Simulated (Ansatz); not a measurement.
In doubt: masses and optical values from hybrid runs of this build are listed as unsure (in some of the runs), which bears on the screening that GW takes from such a start.

System: Bi2S2O (P4/nmm).

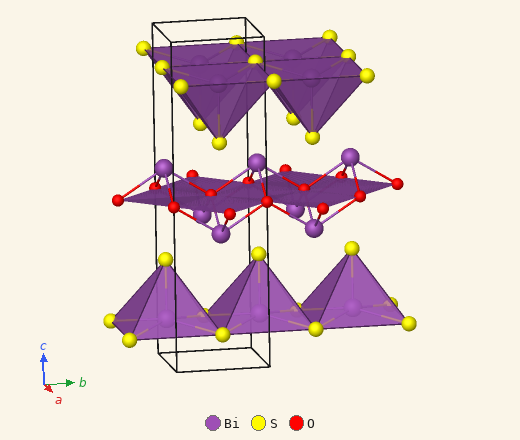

The structure (bismuth purple, sulfur yellow, oxygen red). 1×2×1 cells are drawn. Some periodic images of atoms are drawn too.

```xyz
10
Lattice="3.9541 0.0000 0.0000 0.0000 3.9541 0.0000 0.0000 0.0000 14.0506" Properties=species:S:1:pos:R:3 pbc="T T T"
Bi    0.0000    1.9771   12.1748
Bi    1.9771    0.0000    1.8758
Bi    1.9771    0.0000    8.2771
Bi    0.0000    1.9771    5.7735
S     1.9771    0.0000   12.5656
S     0.0000    1.9771    1.4850
S     0.0000    1.9771    9.6596
S     1.9771    0.0000    4.3910
O     0.0000    0.0000    7.0253
O     1.9771    1.9771    7.0253
```

The cell and positions are those that the Materials Project relaxed with its own functionals (PBE, PBE+U or r2SCAN), kept fixed. Spin-orbit coupling is left out unless a run names it. PAW set soft_2, made with PBE.

Gaps computed with Ansatz 0.2.0 without a self-energy: HSE06 1.39 eV, r2SCAN 1.19 eV and PBE0 2.00 eV.

Question: What gap should G0W0 on HSE06 give (4×4×2 mesh, 1009 empty bands, screening to 160 eV, default PAW files)?

About 1.46 eV: on its mesh the run moves the gap from 1.39 eV by +0.08 eV. Among the scalar-relativistic levels given, HSE06 is nearest (−0.07 eV). Bands and cutoff are finite, so the gap is not at the basis limit. The miss can reach some tenths of an eV and take either sign; the mesh is an error of its own. The 4×4×2 mesh is coarse for this cell (its supercell is 16 Å along the shortest edge). The RPA ε∞ on it, from the HSE06 start, is 7.08 and 17.68; such meshes misread the long-range screening, most where the gap is narrow. Where an edge is built on 6p states of lead, bismuth or thallium, scalar-relativistic gaps usually stand too wide, by a few tenths to over one eV. The many-body steps are scalar-relativistic: spin-orbit coupling is not in them.

[Paths, hosts, dates, memory and timing lines, banners, echoed tables and standing remarks are left out of the program output.]

[Logs are printed without paths, hosts, clocks, repeated set-up lines and the standing remarks that a program may print on its own settings, such as how far it seeks lower states.]

[Runs of the session that timed out or met a known fault of the program may be left out.]

[Cells called generated may have been cut or substituted from an entry of the Crystallography Open Database or the Materials Project.]

[Hosts, paths, dates, database ids (printed as entryN), source tags and the programs' standing remarks are cut or masked in the printed files.]
